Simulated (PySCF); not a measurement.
## Run report: C₂H₄BCl, core-level calculation

The run: core-level calculation of C₂H₄BCl, SMILES BC(=C)Cl. Method and program: delta-SCF UKS PBE, pcX-2 on the ionised atom, pcseg-1 elsewhere, spin-free X2C (PySCF 2.14.0).

Figures and captions count atoms from 1; the log counts them from 0 in places.

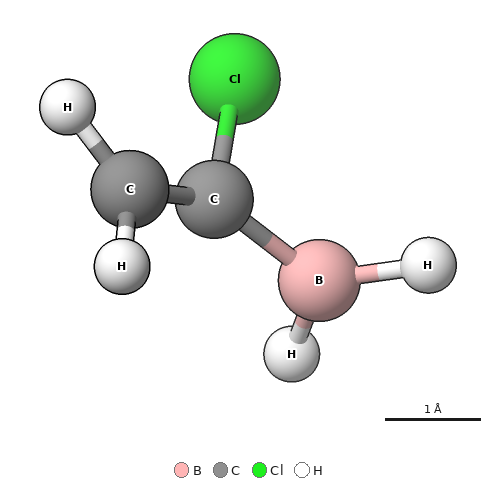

*The input geometry (ball-and-stick view, seen at a tilt).*

### Input file
```
{"job": {"kind": "xps", "xc": "PBE"}, "charge": 0, "multiplicity": 1}
B      2.038846     2.234492     0.995968
C      0.519875     2.246361     0.721809
C     -0.548994     1.546091     0.373890
Cl     0.445562     3.991667     1.093876
H      2.804842     2.484700     0.097799
H      2.438268     2.033875     2.116644
H     -0.435123     0.480299     0.159700
H     -1.542641     1.991652     0.291352
```

The first line tells a small driver script what to run in PySCF; the rest is the geometry in Å.

Hardware: 1 CPU thread, shared host.

Launch command:
```bash
OMP_NUM_THREADS=1 python <driver script> task.json out
```

### What the program printed
```
ground state, core basis on atom 0 (B), 111 functions
  cycle   1  E = -564.51920122  |g| = 3.02e-01
  cycle   2  E = -564.49058976  |g| = 4.33e-01
  cycle   3  E = -564.54028313  |g| = 1.37e-01
  cycle   4  E = -564.54610274  |g| = 3.80e-02
  cycle   5  E = -564.54642373  |g| = 1.68e-02
  cycle   6  E = -564.54650094  |g| = 2.76e-03
  cycle   7  E = -564.54650326  |g| = 8.63e-04
  cycle   8  E = -564.54650334  |g| = 1.78e-04
  E(ground) = -564.54691027 Eh
hole in B 1s of atom 0
  cycle   1  E = -556.93678402  |g| = 1.17e+00
  cycle   2  E = -555.03412644  |g| = 2.05e+00
[... 9 cycles left out ...]
  E(ion) = -557.35438288 Eh   <S^2> = 0.8021   hole on atom = 1.000   binding energy = 195.719 eV
ground state, core basis on atom 1 (C), 111 functions
[... 6 cycles left out ...]
  E(ground) = -564.55659555 Eh
hole in C 1s of atom 1
[... 10 cycles left out ...]
  E(ion) = -553.85781576 Eh   <S^2> = 0.7786   hole on atom = 1.000   binding energy = 291.129 eV
ground state, core basis on atom 2 (C), 111 functions
[... 6 cycles left out ...]
  E(ground) = -564.55460163 Eh
hole in C 1s of atom 2
[... 10 cycles left out ...]
  E(ion) = -553.90237049 Eh   <S^2> = 0.7668   hole on atom = 1.000   binding energy = 289.862 eV
ground state, core basis on atom 3 (Cl), 122 functions
[... 7 cycles left out ...]
  E(ground) = -564.74236225 Eh
hole in Cl 1s of atom 3
[... 9 cycles left out ...]
  cycle  10  E = -460.93554313  |g| = 2.93e-04
  E(ion) = -460.93585022 Eh   <S^2> = 0.7511   hole on atom = 1.000   binding energy = 2824.719 eV
hole in Cl 2p of atom 3
  cycle   1  E = -556.68755662  |g| = 1.67e+00
  cycle   2  E = -556.21549434  |g| = 1.63e+00
  cycle   3  E = -556.89711147  |g| = 6.55e-01
  cycle   4  E = -557.09770141  |g| = 3.40e-01
  cycle   5  E = -557.15182508  |g| = 1.36e-01
  cycle   6  E = -557.16133881  |g| = 3.37e-02
  cycle   7  E = -557.16193801  |g| = 5.50e-03
  cycle   8  E = -557.16195395  |g| = 1.67e-03
  cycle   9  E = -557.16195571  |g| = 2.64e-04
  E(ion) = -557.16224679 Eh   <S^2> = 0.7521   hole on atom = 1.001   binding energy = 206.265 eV
  2p3/2 = 205.541 eV   2p1/2 = 207.209 eV
```

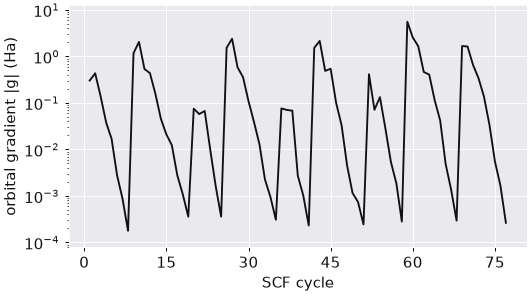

*Convergence of the self-consistent field: orbital gradient |g| against the SCF cycle.*

All cycles printed in the log are drawn one after another.

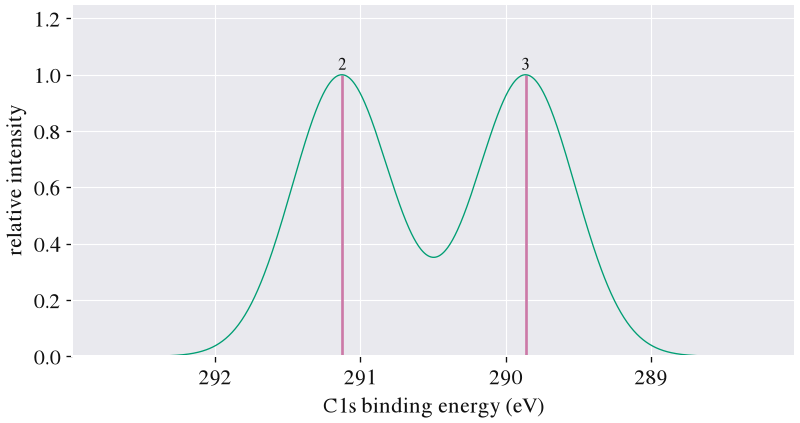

*C1s binding energies by ΔSCF of the atoms computed, labelled by atom number, with a Gaussian envelope of 0.8 eV full width.*

They run from 289.86 eV (atom 3) to 291.13 eV (atom 2).

### Results in brief

```tsv
quantity	value
outcome	converged
wall time	9.9 s
peak memory	0.43 GiB
```
